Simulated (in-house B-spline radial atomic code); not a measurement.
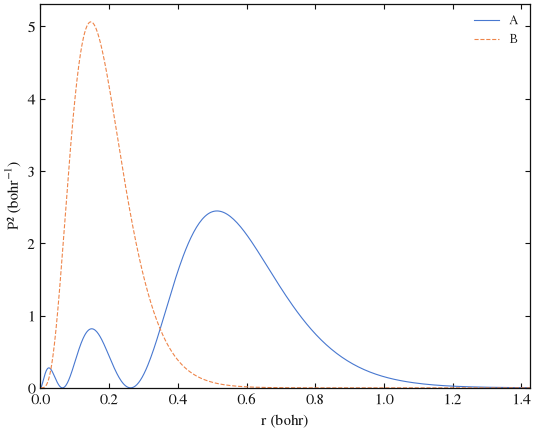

System: Ga¹⁹⁺ (Z = 31, 12 electrons), configuration [Ne] 3s2. All numbers are computed, not measured: non-relativistic r2SCAN, spin-polarised, spherical fractional occupations, point nucleus, basis-set limit (an in-house B-spline radial code).

The plot shows the radial probability densities P² of 2p and 3s.

**Which curve belongs to which orbital?**

A is 3s; B is 2p. 2p: outer maximum at 0.147 bohr, ⟨r⟩ = 0.189 bohr, 0 nodes, eigenvalue −1844 eV; 3s: outer maximum at 0.514 bohr, ⟨r⟩ = 0.548 bohr, 2 nodes, eigenvalue −738.8 eV.
